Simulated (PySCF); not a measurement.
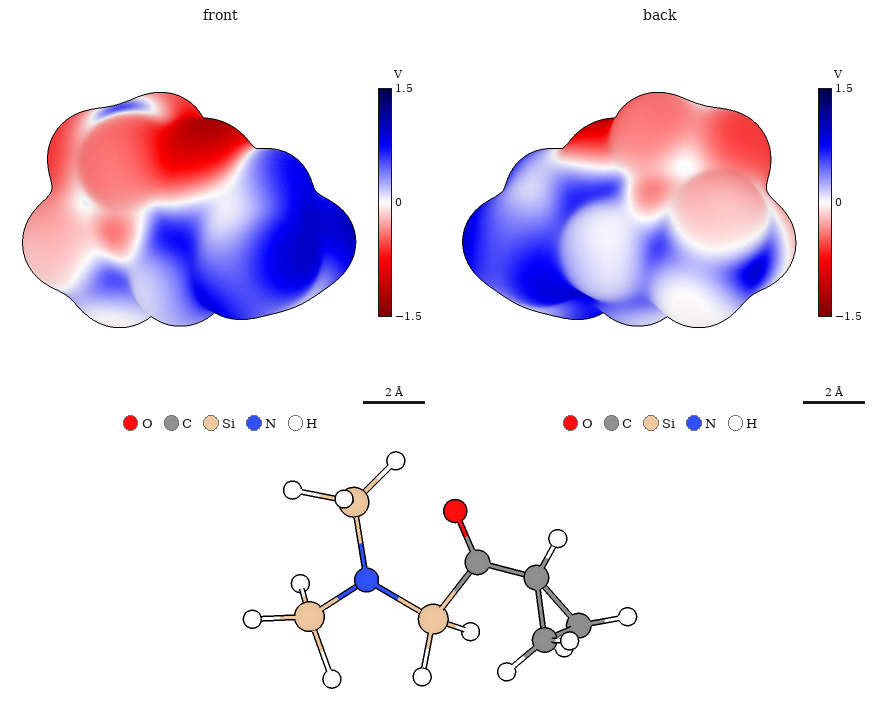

Figure. C4H13NOSi3. The electrostatic potential painted on the density surface at 0.001 e/bohr³, seen from the front and from behind; red is negative and blue positive. The bare structure is drawn below in the same view.

Geometry: GFN2-xTB.

The calculation used PBE0/pcSseg-1, SCF density, gas phase, non-relativistic (PySCF 2.14.0).

```xyz
22

O    -0.0235    1.8786    0.2783
C     0.7108    0.9185    0.1074
Si   -0.1088   -0.7450   -0.3501
N    -1.7784   -0.3940   -0.2154
Si   -2.3961    1.2417    0.1185
Si   -2.9314   -1.6758   -0.4706
C     2.1646    1.0851    0.2392
C     3.1143    0.1886   -0.5165
C     2.9779    0.0270    0.9515
H     0.2937   -1.0998   -1.7201
H     0.3258   -1.7923    0.5839
H    -2.1262    1.6136    1.5024
H    -3.8564    1.0127    0.0654
H    -2.1141    2.1306   -1.0019
H    -3.7503   -1.8407    0.7296
H    -2.1528   -2.8908   -0.7163
H    -3.7560   -1.3691   -1.6387
H     2.4707    2.1152    0.3950
H     4.0106    0.6445   -0.9094
H     2.6860   -0.5668   -1.1547
H     2.4545   -0.8363    1.3279
H     3.7746    0.3739    1.5923
```

### Which sites attract a positive test charge, and which a negative one?

A positive charge is drawn to the negative regions and a negative charge to the positive ones. The most negative region (about −1.2 V, or −28 kcal/mol for a unit charge) lies over O1, the most positive (about +1.0 V, or +23 kcal/mol for a unit charge) over the C, H and Si atoms. O1 is the likeliest acceptor of a hydrogen bond.
